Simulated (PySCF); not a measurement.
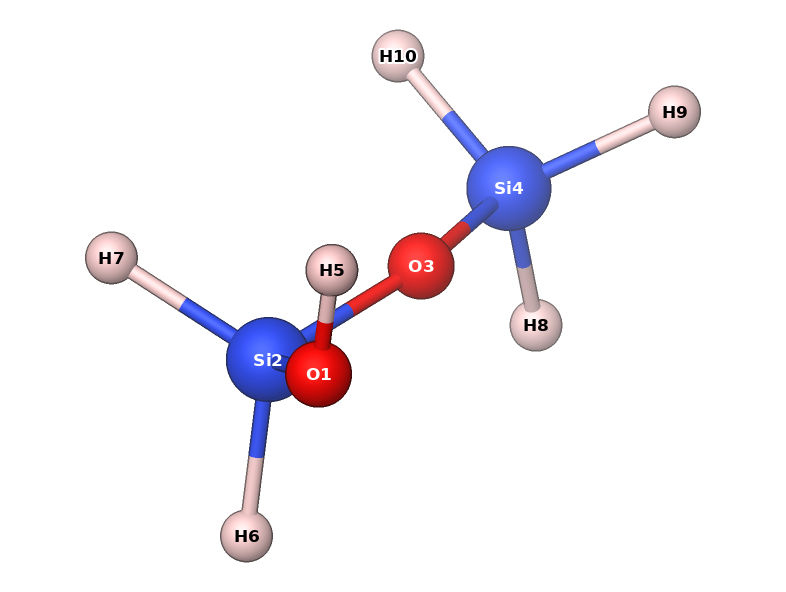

Si2 lies behind O1. The molecule seen a little off the O1–Si2 bond, O1 in front. Distant atoms are faded towards the background colour. The computed structure is the end point of a PBE0-D3(BJ)/def2-SVP optimisation. No frequency run is at hand to confirm it as a minimum.

> What is the torsion angle H5–O1–Si2–O3? The sign is positive where the front bond must turn clockwise to cover the back bond.

64°, synclinal (gauche).
